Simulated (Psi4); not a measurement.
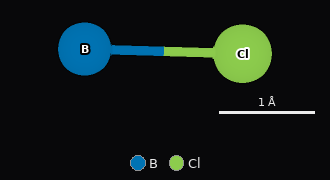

Fig. 1: The structure as given in the input (ball-and-stick view, seen at a tilt). Bond lengths as drawn: B–Cl 1.74 Å.

# BCl: frequency calculation (part 1 of 3)

BCl, SMILES [B]Cl, computed with TPSS/cc-pVTZ, RKS, dispersion D4 (Psi4 1.11).

The geometry was optimised with TPSS/cc-pVTZ.

**Input (run.py)**
```python
import psi4

psi4.set_memory('1600 MB')
psi4.set_num_threads(1)
psi4.core.set_output_file('output.dat', False)

mol = psi4.geometry("""
0 1
B      0.136859    -0.163524    -0.139655
Cl    -0.053389    -0.068380     1.583128
""")

psi4.set_options({
    'reference': 'rks',
    't': 400.0,
    'rotational_symmetry_number': 1,
})

e, wfn = psi4.frequencies('tpss-d4/cc-pVTZ', return_wfn=True)
print(f'tpss-d4/cc-pVTZ energy: {e:.10f} Eh')
print('wavenumbers / cm^-1:', wfn.frequencies().np.round(1))
for k in ('ZPVE', 'ENTHALPY', 'GIBBS FREE ENERGY'):
    print(f'{k}: {psi4.variable(k):.8f} Eh')
for k, v in sorted(psi4.core.scalar_variables().items()):
    print(f'{k:45s} {v:18.10f}')
```

Hardware: 1 thread of Intel Xeon @ 2.50GHz (Skylake/Cascade Lake), 12 GiB of memory available, shared host.

Command:
```bash
python run.py
```

**Output**
```
Psi4 1.11 release

gradient() will perform analytic gradient computation.

   => Loading Basis Set <=

    Name: CC-PVTZ
    Role: ORBITAL
    Keyword: BASIS

   => TPSS-D4(BJ,EEQ)ATM: Empirical Dispersion <=

        a1 =       0.428223
        a2 =       4.542571
       alp =      16.000000
        s6 =       1.000000
        s8 =       1.765964
        s9 =       1.000000
        ga =       3.000000
        gc =       2.000000
        wf =       6.000000

         ---------------------------------------------------------
                                   SCF
                              RKS Reference
                        1 Threads,   1525 MiB Core
         ---------------------------------------------------------

  ==> Geometry <==

    Molecular point group: c2v
    Full point group: C_inf_v

    Geometry (in Bohr), charge = 0, multiplicity = 1:

       Center              X                  Y                   Z               Mass
    ------------   -----------------  -----------------  -----------------  -----------------
         B           -0.000000000000     0.000000000000    -2.494851356071    11.009305360000
         CL           0.000000000000    -0.000000000000     0.785458438016    34.968852682000

  Running in c2v symmetry.

  Rotational constants: A = ************  B =      0.66815  C =      0.66815 [cm^-1]
  Rotational constants: A = ************  B =  20030.67018  C =  20030.67018 [MHz]
  Nuclear repulsion =   25.912186755415132

  Charge       = 0
  Multiplicity = 1
  Electrons    = 22
  Nalpha       = 11
  Nbeta        = 11

  ==> Algorithm <==

  SCF Algorithm Type is DF.
  DIIS enabled.
  MOM disabled.
  Fractional occupation disabled.
  Guess Type is SAD.
  Energy threshold   = 1.00e-08
  Density threshold  = 1.00e-08
  Integral threshold = 1.00e-12

  ==> Primary Basis <==

  Basis Set: CC-PVTZ
    Blend: CC-PVTZ
    Number of shells: 22
    Number of basis functions: 64
    Number of Cartesian functions: 74
    Spherical Harmonics?: true
    Max angular momentum: 3

  ==> DFT Potential <==

   => LibXC <=

    Version 7.1.2

   => Composite Functional: TPSS-D4BJEEQATM <=

    TPSS Meta-GGA XC Functional

    Deriv               =              1
    GGA                 =           TRUE
    Meta                =           TRUE

    Exchange Hybrid     =          FALSE
    MP2 Hybrid          =          FALSE

   => Exchange Functionals <=

    1.0000   XC_MGGA_X_TPSS

   => Correlation Functionals <=

    1.0000   XC_MGGA_C_TPSS

   => LibXC Density Thresholds  <==

    XC_MGGA_C_TPSS:  1.00E-15
    XC_MGGA_X_TPSS:  1.00E-15

   => Molecular Quadrature <=

    Radial Scheme          =       TREUTLER
    Pruning Scheme         =           NONE
    Nuclear Scheme         =       TREUTLER

    Blocking Scheme        =         OCTREE
    BS radius alpha        =              1
    Pruning alpha          =              1
    Radial Points          =             75
    Spherical Points       =            302
    Total Points           =          42714
    Total Blocks           =            403
    Max Points             =            255
    Max Functions          =             64
    Weights Tolerance      =       1.00E-15

   => Loading Basis Set <=

    Name: (CC-PVTZ AUX)
    Role: JKFIT
    Keyword: DF_BASIS_SCF

  ==> Integral Setup <==

  DFHelper Memory: AOs need 0.007 GiB; user supplied 0.930 GiB.
  SCF_SUBTYPE=INCORE selected. In-core MEM_DF algorithm will be used.
  Using in-core AOs.

  ==> MemDFJK: Density-Fitted J/K Matrices <==

    J tasked:                   Yes
    K tasked:                    No
    wK tasked:                   No
    Memory [MiB]:               951
    Algorithm:                 Core
    Schwarz Cutoff:           1E-12
    Mask sparsity (%):       0.0000
    Fitting Condition:        1E-10

   => Auxiliary Basis Set <=

  Basis Set: (CC-PVTZ AUX)
    Blend: CC-PVTZ-JKFIT
    Number of shells: 62
    Number of basis functions: 200
    Number of Cartesian functions: 241
    Spherical Harmonics?: true
    Max angular momentum: 4

  Cached 100.0% of DFT collocation blocks in 0.188 [GiB].

  Minimum eigenvalue in the overlap matrix is 3.5093443780E-03.
  Reciprocal condition number of the overlap matrix is 9.1658622649E-04.
    Using symmetric orthogonalization.

  ==> Pre-Iterations <==

  SCF Guess: Superposition of Atomic Densities via on-the-fly atomic UHF (no occupation information).

   -------------------------
    Irrep   Nso     Nmo
   -------------------------
     A1        28      28
     A2         6       6
     B1        15      15
     B2        15      15
   -------------------------
    Total      64      64
   -------------------------

  ==> Iterations <==

                           Total Energy        Delta E     RMS |[F,P]|

   @DF-RKS iter SAD:  -484.78984919407139   -4.84790e+02   0.00000e+00
   @DF-RKS iter   1:  -484.98736276396198   -1.97514e-01   8.05427e-03 ADIIS/DIIS
   @DF-RKS iter   2:  -484.95353699720505    3.38258e-02   9.54466e-03 ADIIS/DIIS
   @DF-RKS iter   3:  -485.03022995324409   -7.66930e-02   3.21755e-03 ADIIS/DIIS
   @DF-RKS iter   4:  -485.03682976720222   -6.59981e-03   7.08336e-04 ADIIS/DIIS
   @DF-RKS iter   5:  -485.03721562168687   -3.85854e-04   1.27648e-04 ADIIS/DIIS
   @DF-RKS iter   6:  -485.03723054257784   -1.49209e-05   5.77178e-06 DIIS
   @DF-RKS iter   7:  -485.03723057393165   -3.13538e-08   6.87533e-07 DIIS
   @DF-RKS iter   8:  -485.03723057436264   -4.30987e-10   8.73254e-08 DIIS
   @DF-RKS iter   9:  -485.03723057436923   -6.59384e-12   6.65546e-09 DIIS
  Energy and wave function converged.

  ==> Post-Iterations <==

   Electrons on quadrature grid:
      Ntotal   =   22.0000014333 ; deviation = 1.433e-06

    Orbital Energies [Eh]
    ---------------------

    Doubly Occupied:

       1A1  -101.070391     2A1    -9.298138     3A1    -7.073753
       1B2    -7.071046     1B1    -7.071046     4A1    -6.700512
       5A1    -0.825673     6A1    -0.469489     2B2    -0.355799
       2B1    -0.355799     7A1    -0.237809

    Virtual:

       3B1    -0.101559     3B2    -0.101559     8A1     0.057183
       9A1     0.112983     4B2     0.170116     4B1     0.170116
      10A1     0.205317    11A1     0.286439     1A2     0.298831
      12A1     0.298831     5B2     0.313892     5B1     0.313892
       6B2     0.368413     6B1     0.368413    13A1     0.480519
       2A2     0.480520    14A1     0.588354    15A1     0.661678
       7B2     0.708437     7B1     0.708437    16A1     0.928074
       8B2     1.225979     8B1     1.225979    17A1     1.341113
       3A2     1.581168    18A1     1.581171     9B2     1.584770
       9B1     1.584770    19A1     1.647348    10B1     1.665816
      10B2     1.665816    20A1     1.761645     4A2     1.761649
      21A1     1.856712     5A2     1.856752    22A1     1.883027
      11B2     1.962481    11B1     1.962481    12B1     2.019232
      12B2     2.019232    13B2     2.022613    13B1     2.022613
      14B1     2.170196    14B2     2.170196    23A1     2.212530
       6A2     2.282155    24A1     2.282160    25A1     2.362557
      26A1     2.852075    15B2     2.923533    15B1     2.923533
      27A1     4.468938    28A1     5.390978

    Final Occupation by Irrep:
             A1    A2    B1    B2
    DOCC [     7,    0,    2,    2 ]
    NA   [     7,    0,    2,    2 ]
    NB   [     7,    0,    2,    2 ]

  @DF-RKS Final Energy:  -485.03723057436923

   => Energetics <=

    Nuclear Repulsion Energy =             25.9121867554151315
    One-Electron Energy =                -718.8927874786612620
    Two-Electron Energy =                 240.1535483480291759
    DFT Exchange-Correlation Energy =     -32.2088711405779975
    Empirical Dispersion Energy =          -0.0013070585742989
    VV10 Nonlocal Energy =                  0.0000000000000000
    Total Energy =                       -485.0372305743692323

Computation Completed

Properties will be evaluated at   0.000000,   0.000000,   0.000000 [a0]

Properties computed using the SCF density matrix

 Multipole Moments:

 ------------------------------------------------------------------------------------
     Multipole            Electronic (a.u.)      Nuclear  (a.u.)        Total (a.u.)
 ------------------------------------------------------------------------------------

 L = 1.  Multiply by 2.5417464519 to convert [e a0] to [Debye]
 Dipole X            :          0.0000000           -0.0000000           -0.0000000
 Dipole Y            :          0.0000000            0.0000000            0.0000000
 Dipole Z            :         -0.2617510            0.8785367            0.6167857
 Magnitude           :                                                    0.6167857

 ------------------------------------------------------------------------------------

	total time  =          5 seconds =       0.08 minutes

         ------------------------------------------------------------
                                   SCF GRAD
         ------------------------------------------------------------

  ==> Geometry <==

    Molecular point group: c2v
    Full point group: C_inf_v

    Geometry (in Bohr), charge = 0, multiplicity = 1:

       Center              X                  Y                   Z               Mass
    ------------   -----------------  -----------------  -----------------  -----------------
         B            0.000000000000     0.000000000000    -2.494851356071    11.009305360000
         CL          -0.000000000000     0.000000000000     0.785458438016    34.968852682000

  Nuclear repulsion =   25.912186755415132

  ==> Basis Set <==

  Basis Set: CC-PVTZ
    Blend: CC-PVTZ
    Number of shells: 22
    Number of basis functions: 64
    Number of Cartesian functions: 74
    Spherical Harmonics?: true
    Max angular momentum: 3

  ==> DFJKGrad: Density-Fitted SCF Gradients <==

    Gradient:                    1
    J tasked:                  Yes
    K tasked:                   No
    wK tasked:                  No
    Integrals threads:           1
    Memory [MiB]:             1144
    Schwarz Cutoff:          1E-12
    Fitting Condition:       1E-10

   => Auxiliary Basis Set <=

  Basis Set: (CC-PVTZ AUX)
    Blend: CC-PVTZ-JKFIT
    Number of shells: 62
    Number of basis functions: 200
    Number of Cartesian functions: 241
    Spherical Harmonics?: true
    Max angular momentum: 4

   => Molecular Quadrature <=

    Radial Scheme          =       TREUTLER
    Pruning Scheme         =           NONE
    Nuclear Scheme         =       TREUTLER

    Blocking Scheme        =         OCTREE
    BS radius alpha        =              1
    Pruning alpha          =              1
    Radial Points          =             75
    Spherical Points       =            302
    Total Points           =          42714
    Total Blocks           =            403
    Max Points             =            255
    Max Functions          =             64
    Weights Tolerance      =       1.00E-15

  -Total Gradient:
     Atom            X                  Y                   Z
    ------   -----------------  -----------------  -----------------
       1        0.000000000000     0.000000000000     0.000236611023
       2       -0.000000000000     0.000000000000    -0.000187736281

	total time  =          2 seconds =       0.03 minutes

    Psi4 run time: 0:00:06.25

    -----------------------------------------------------------------------
                               Psi4 1.11 release

    h
    h
    h

    -----------------------------------------------------------------------

    Memory:     1.5 GiB
    Threads:    1
                ecpint, einsums, f̶o̶r̶t̶e̶, gauxc, gcp, g̶d̶m̶a̶, geometric, g̶p̶u̶_̶d̶f̶c̶c̶,
                i̶n̶t̶e̶g̶r̶a̶t̶o̶r̶x̶x̶, i̶p̶i̶, libefp, m̶d̶i̶, m̶p̶2̶d̶, m̶r̶c̶c̶, ooo,
                o̶p̶e̶n̶f̶e̶r̶m̶i̶o̶n̶p̶s̶i̶4̶, pcmsolver, p̶s̶i̶4̶f̶o̶c̶k̶c̶i̶, p̶s̶i̶x̶a̶s̶,
                p̶y̶e̶i̶n̶s̶u̶m̶s̶, r̶e̶s̶p̶, s̶i̶m̶i̶n̶t̶, s̶n̶s̶m̶p̶2̶,
                v̶2̶r̶d̶m̶_̶c̶a̶s̶s̶c̶f̶

gradient() will perform analytic gradient computation.

  ==> Geometry <==

    Molecular point group: c2v
    Full point group: C_inf_v

    Geometry (in Bohr), charge = 0, multiplicity = 1:

       Center              X                  Y                   Z               Mass
    ------------   -----------------  -----------------  -----------------  -----------------
         B            0.000000000000     0.000000000000    -2.496165536372    11.009305360000
         CL          -0.000000000000     0.000000000000     0.785872183710    34.968852682000

  Running in c2v symmetry.

  Rotational constants: A = ************  B =      0.66745  C =      0.66745 [cm^-1]
  Rotational constants: A = ************  B =  20009.58426  C =  20009.58426 [MHz]
  Nuclear repulsion =   25.898544516998090

  Charge       = 0
  Multiplicity = 1
  Electrons    = 22
  Nalpha       = 11
  Nbeta        = 11

   => Molecular Quadrature <=

    Radial Scheme          =       TREUTLER
    Pruning Scheme         =           NONE
    Nuclear Scheme         =       TREUTLER

    Blocking Scheme        =         OCTREE
    BS radius alpha        =              1
    Pruning alpha          =              1
    Radial Points          =             75
    Spherical Points       =            302
    Total Points           =          42714
    Total Blocks           =            398
    Max Points             =            256
    Max Functions          =             64
    Weights Tolerance      =       1.00E-15

  ==> Integral Setup <==

  DFHelper Memory: AOs need 0.007 GiB; user supplied 0.929 GiB.
  SCF_SUBTYPE=INCORE selected. In-core MEM_DF algorithm will be used.
  Using in-core AOs.

   => Auxiliary Basis Set <=

  Basis Set: (CC-PVTZ AUX)
    Blend: CC-PVTZ-JKFIT
    Number of shells: 62
    Number of basis functions: 200
    Number of Cartesian functions: 241
    Spherical Harmonics?: true
    Max angular momentum: 4

  Cached 100.0% of DFT collocation blocks in 0.188 [GiB].

  Minimum eigenvalue in the overlap matrix is 3.5171924698E-03.
  Reciprocal condition number of the overlap matrix is 9.1881694097E-04.
    Using symmetric orthogonalization.

  ==> Iterations <==

                           Total Energy        Delta E     RMS |[F,P]|

   @DF-RKS iter SAD:  -484.78919005322513   -4.84789e+02   0.00000e+00
   @DF-RKS iter   1:  -484.98757840599671   -1.98388e-01   8.03979e-03 ADIIS/DIIS
   @DF-RKS iter   2:  -484.95410423702799    3.34742e-02   9.51268e-03 ADIIS/DIIS
   @DF-RKS iter   3:  -485.03020140711163   -7.60972e-02   3.22200e-03 ADIIS/DIIS
   @DF-RKS iter   4:  -485.03683033279378   -6.62893e-03   7.07556e-04 ADIIS/DIIS
   @DF-RKS iter   5:  -485.03721576108740   -3.85428e-04   1.27370e-04 ADIIS/DIIS
   @DF-RKS iter   6:  -485.03723063011535   -1.48690e-05   5.76769e-06 DIIS
   @DF-RKS iter   7:  -485.03723066142584   -3.13105e-08   6.87717e-07 DIIS
   @DF-RKS iter   8:  -485.03723066185660   -4.30759e-10   8.70414e-08 DIIS
   @DF-RKS iter   9:  -485.03723066186308   -6.48015e-12   6.65606e-09 DIIS
  Energy and wave function converged.

  ==> Post-Iterations <==

   Electrons on quadrature grid:
      Ntotal   =   22.0000014298 ; deviation = 1.430e-06

    Final Occupation by Irrep:
             A1    A2    B1    B2
    DOCC [     7,    0,    2,    2 ]
    NA   [     7,    0,    2,    2 ]
    NB   [     7,    0,    2,    2 ]

  @DF-RKS Final Energy:  -485.03723066186308

   => Energetics <=
```
